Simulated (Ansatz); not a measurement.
# U-wB97M-V/STO-3G run of CH4Si (SMILES [CH][SiH3])

Aim: the electronic atomisation energy of CH4Si at U-wB97M-V/STO-3G, from 4 runs. 

Program for the calculation: Ansatz 0.2.0.

40 further runs of the same task are left out: 40 set aside as unsound or not needed.

### 1 Starting point

CH4Si: 6 atoms, total charge 0, spin state triplet. As SMILES, `[CH][SiH3]`. The coordinates come from a GFN2-xTB relaxation.

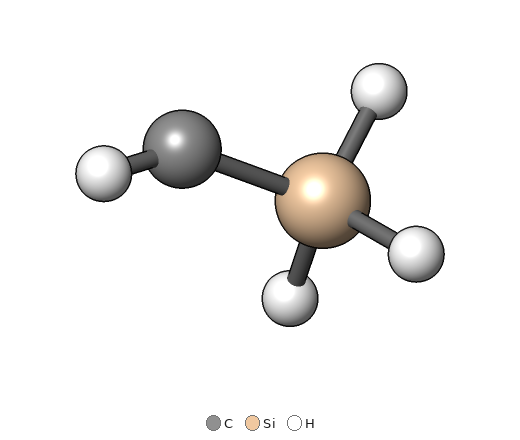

The structure, seen from a chosen angle (carbon grey, silicon light orange, hydrogen white).

### 2 The energy at U-wB97M-V/STO-3G

Contents of input.yaml:

```yaml
crystal:
  periodic: [false, false, false]
  atoms:
    - symbol: C
      position_ang: [0.667310, -0.852170, 0.734600]
    - symbol: Si
      position_ang: [-0.258900, 0.404300, -0.178590]
    - symbol: H
      position_ang: [1.137890, -1.813490, 0.730980]
    - symbol: H
      position_ang: [-1.544120, -0.143200, -0.644620]
    - symbol: H
      position_ang: [0.511450, 0.860970, -1.347520]
    - symbol: H
      position_ang: [-0.513620, 1.543590, 0.705170]
basis:
  gaussian:
    orbitals: STO-3G
magnetization:
  spin_polarized: true
  initial_magnetization: 2
accuracy: high
hamiltonian:
  xc: {name: wB97M-V}
```

Command:

```
$ ansatz run input.yaml --threads 1 --pin off --max-ram 2610MiB --events-out events.jsonl --progress --plain --runs-dir runs
```

Output:

```text
Warning: RAYON_NUM_THREADS=1 ignored (pool sized by the plan → 1); use --threads N
Functional definition: wB97M-V
  name "wB97M-V"
  parameter omega = 0.3/bohr
  parameter cx = 0.15
  parameter cx01 = 1.007
  parameter cx10 = 0.259
  parameter css00 = 0.443
  parameter css04 = -1.437
  parameter css10 = -4.535
  parameter css20 = -3.390
  parameter css43 = 4.278
  parameter cos00 = 1.000
  parameter cos10 = 1.358
  parameter cos20 = 2.924
  parameter cos21 = -8.812
  parameter cos60 = -1.390
  parameter cos61 = 9.142
  parameter b = 6.0
  parameter c = 0.01
  gx(w, u) = 1 - cx + cx01*u + cx10*w
  gss(w, u) = css00 + css04*u^4 + css10*w + css20*w^2 + css43*w^4*u^3
  gos(w, u) = cos00 + cos10*w + (cos20 + cos21*u)*w^2 + (cos60 + cos61*u)*w^6
  exchange = spin_sum(e_x_unif_sr(omega)*gx(b97_w, b97_u_x)) + cx*exact_x_sr(omega) + exact_x_lr(omega)
  correlation = spin_sum(e_c_pw_mod_same_spin*gss(b97_w, b97_u_same))
      + integral(e_c_pw_mod_opposite_spin*gos(b97_w_opposite, b97_u_opposite)) + vv10(b, c)
311 factors; integrals over basis functions are off by at most 7.9e-9 eV
148 factors; integrals over basis functions are off by at most 7.8e-10 eV
mean field evaluation 1: about -8870.5144 eV, gradient 8.9e0 eV
mean field evaluation 2: about -8871.2189 eV, gradient 3.0e0 eV
mean field evaluation 4: about -8871.3033 eV, gradient 1.2e-1 eV
mean field evaluation 8: about -8871.2502 eV, gradient 3.4e-3 eV
mean field evaluation 16: about -8871.2502 eV, gradient 6.6e-7 eV
mean field -8871.25022108 eV, -326.0124324754 hartree, gradient 1.9e-8 eV, S^2 2.007919; 0 other end points of the search recorded, 0 dependent functions left out
reference -8871.25022367 eV, -326.0124325707 hartree; 13, 11 occupied and 5, 7 virtual orbitals, 311 factors
Total energy: -8871.25022367 eV, -326.0124325707 hartree
```

Wall time 23 s (1 thread of Arm Neoverse V1, shared host); peak memory 0.5 GiB.

### 3 The C atom, same level

Contents of in.yaml:

```yaml
crystal:
  periodic: [false, false, false]
  atoms:
    - {symbol: C, position_ang: [0.000000, 0.000000, 0.000000]}
basis:
  gaussian: {orbitals: STO-3G}
magnetization: {spin_polarized: true, initial_magnetization: 2}
hamiltonian: {xc: {name: wB97M-V}}
accuracy: high
```

Run the same way, it converges to -37.34862 Eh (log not shown).

### 4 The H atom

Contents of input.yaml:

```yaml
crystal:
  periodic: [false, false, false]
  atoms:
    - {symbol: H, position_ang: [0.000000, 0.000000, 0.000000]}
basis:
  gaussian: {orbitals: STO-3G}
magnetization: {spin_polarized: true, initial_magnetization: 1}
hamiltonian: {xc: {name: wB97M-V}}
accuracy: high
```

Run the same way, it converges to -0.45654 Eh (log not shown).

### 5 The Si atom

Contents of molecule.yaml:

```yaml
crystal:
  periodic: [false, false, false]
  atoms:
    - symbol: Si
      position_ang: [0.000000, 0.000000, 0.000000]
basis:
  gaussian:
    orbitals: STO-3G
magnetization:
  spin_polarized: true
  initial_magnetization: 2
hamiltonian:
  xc: {name: wB97M-V}
accuracy: high
```

Run the same way, it converges to -285.96702 Eh (log not shown).

### 6 Outcome

At U-wB97M-V/STO-3G:

```
                     quantity          value
       molecule: total energy  -326.01243 Eh
               molecule: ⟨S²⟩          2.008
         C atom: total energy   -37.34862 Eh
                 C atom: ⟨S²⟩          2.000
         H atom: total energy    -0.45654 Eh
                 H atom: ⟨S²⟩          0.750
        Si atom: total energy  -285.96702 Eh
                Si atom: ⟨S²⟩          2.000
electronic atomisation energy      23.691 eV
```

In words: Taking the molecule apart into free atoms costs 23.69 eV (546 kcal/mol), before zero-point energy and without spin-orbit coupling. In a minimal basis such a difference can be off by several eV, whatever the method.
